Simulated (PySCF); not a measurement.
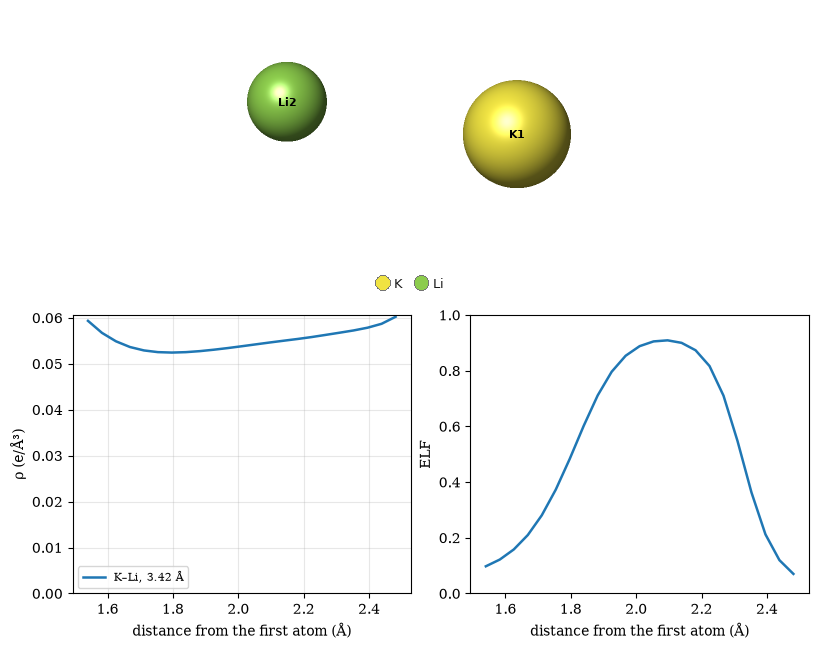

*KLi. Electron density and electron localisation function along straight lines between neighbouring atoms. The curves leave out the atomic cores. The structure is drawn too.*

Method: PBE0/x2c-SVPall, spin-free X2C-1e, Gaussian nucleus, at a bond length of 3.422 Å in PySCF.

What can be read from the curves?

Answer. K–Li (3.42 Å): the density is about 0.05 e/Å³ at the midpoint; the ELF peaks at about 0.90 between the atoms.
